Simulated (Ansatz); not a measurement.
**Br₂Ge (charge +1, doublet): density, localisation and related maps**

```tsv
atom	x (Å)	y (Å)	z (Å)
Ge	-0.3204	-0.0465	0.6534
Br	1.2980	1.4599	0.3334
Br	-0.9776	-1.4134	-0.9868
```

Geometry: r2SCAN-D4/def2-TZVP.

All numbers below come from Ansatz, UKS PBE0-D4/def2-TZVP.

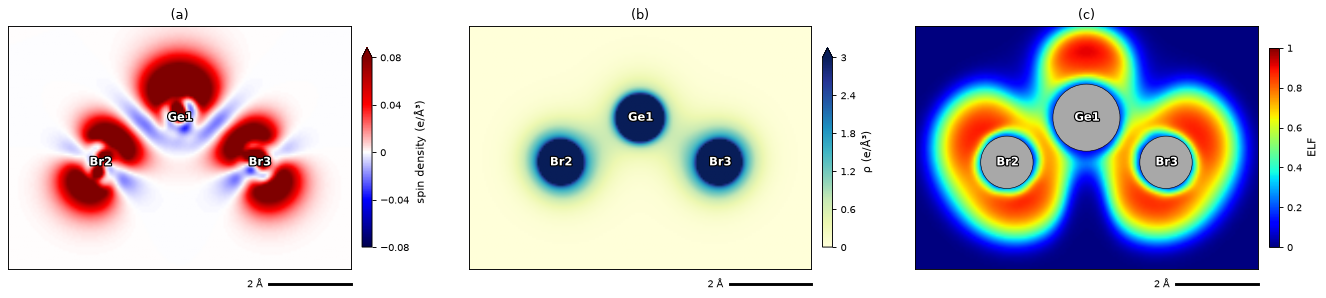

Figure 1. (a) spin density; (b) total electron density; (c) electron localisation function on the molecular plane. Grey discs cover the atomic cores in the ELF map.

> What does the map show?

Atoms in the plane: Ge and Br.
Ge–Br (2.23 Å): ρ at the midpoint is about 0.76 e/Å³; the ELF peaks at about 0.70 in the valence shell of Br, 1.0 Å from its nucleus, and is about 0.70 at the midpoint.
The ELF also peaks beside Br2 and Br3, away from the bonds: non-bonding electrons, paired or unpaired.
The unpaired spin (1 electron) lies mostly on Ge1 (about 0.5), Br2 (about 0.3) and Br3 (about 0.3), in electrons by Hirshfeld's partition.

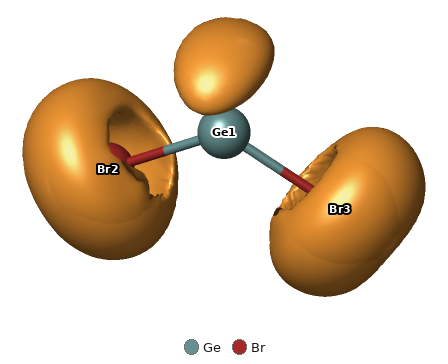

Figure 2. Isosurface of the ELF at 0.75 (orange), seen at a tilt. Only the valence region is drawn (cores and ρ < 0.01 e/Å³ removed).

> Identify the bonds, lone pairs and shells in this picture.

The surface consists of one lobe on Ge, pointing away from the bonds (non-bonding electrons) and two regions wrapped around Br (the valence shell of each).

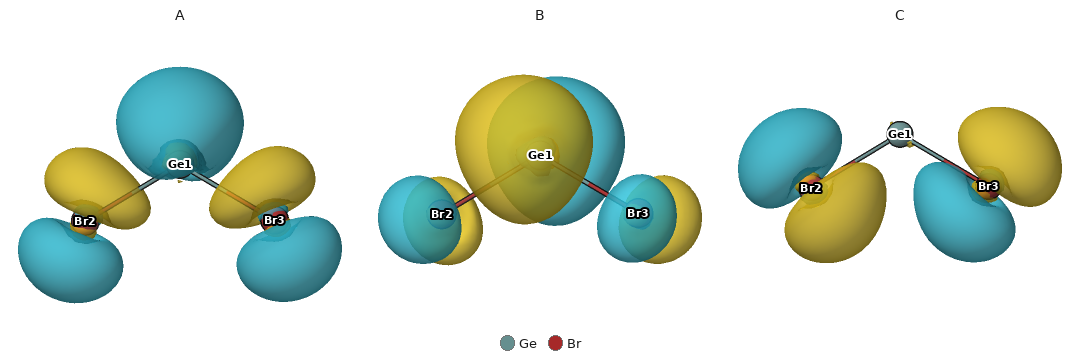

Figure 3. Three frontier orbitals at ±0.1 Å⁻³ᐟ² (yellow and cyan are the two phases), in no order.

> Order the three orbitals by energy and name them. All are α orbitals.

C is the HOMO−1 (α) (−14.68 eV). By Hirshfeld shares it lies mainly on Br2 (about 45 %) and Br3 (about 45 %); it is symmetric in the molecular plane (an in-plane orbital: σ, lone-pair or in-plane π type); largely a combination of lone pairs on Br2 and Br3. A is the HOMO (α) (−13.82 eV). By Hirshfeld shares it lies mainly on Ge1 (about 40 %), Br2 (about 30 %) and Br3 (about 30 %); it is symmetric in the molecular plane (an in-plane orbital: σ, lone-pair or in-plane π type). B is the LUMO (α) (−9.03 eV). It lies mainly on Ge1 (about 70 %), Br2 (about 15 %) and Br3 (about 15 %); it changes sign across the molecular plane (π type).

> What is the gap between the highest occupied and lowest empty α orbitals?

4.79 eV between the orbital energies.
